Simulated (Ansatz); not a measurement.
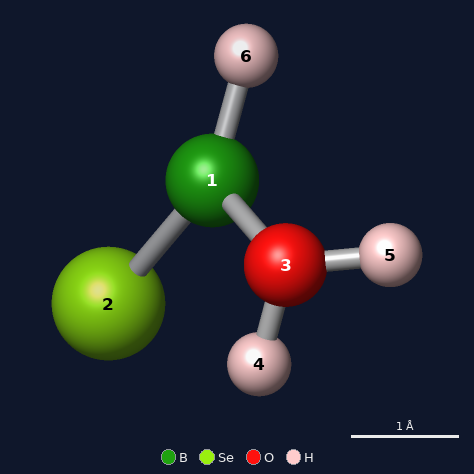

The atoms are numbered. Computed geometry: PBE-D4/def2-SVP optimisation. No frequency run is at hand to confirm it as a minimum.

What are the angles Se2–B1–O3, Se2–B1–H6, O3–B1–H6, B1–O3–H4, B1–O3–H5, H4–O3–H5?

```
    angle  degrees
Se2–B1–O3    110.3
Se2–B1–H6    141.4
 O3–B1–H6    108.3
 B1–O3–H4     96.6
 B1–O3–H5    114.8
 H4–O3–H5    110.3
```
